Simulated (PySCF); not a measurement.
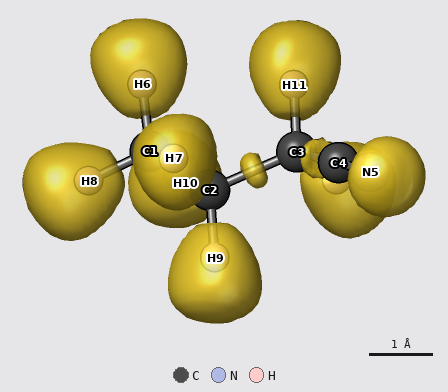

Figure 1: C4H7N. Isosurface of the ELF at 0.9 (yellow), seen from one side. Only the valence region is drawn (cores and ρ < 0.01 e/Å³ removed).

Geometry: PBE0-D3(BJ)/def2-SVP.

Theory: WP04/pcSseg-2, SCF density, gas phase, non-relativistic (PySCF).

```xyz
12

C    -1.1558    0.8213    0.0790
C    -0.5118   -0.5346    0.3137
C     0.8191   -0.7132   -0.4245
C     1.8364    0.2417    0.0014
N     2.6233    1.0113    0.3584
H    -1.3710    0.9825   -0.9890
H    -0.4988    1.6386    0.4144
H    -2.1047    0.9082    0.6278
H    -0.3444   -0.6940    1.3912
H    -1.1858   -1.3405   -0.0179
H     0.6760   -0.5939   -1.5117
H     1.2187   -1.7279   -0.2687
```

Describe the localisation domains.

Answer. The surface consists of three regions between bonded C–C atoms (shared pairs), seven regions around hydrogen nuclei and one lobe on N, pointing away from the bonds (lone pairs). Profiles from the grid: C–N (1.16 Å): the ELF peaks at about 0.85 between the atoms: a short, multiple covalent bond. C–C (1.46 Å): the ELF peaks at about 0.95 between the atoms (localised, covalent bonding).
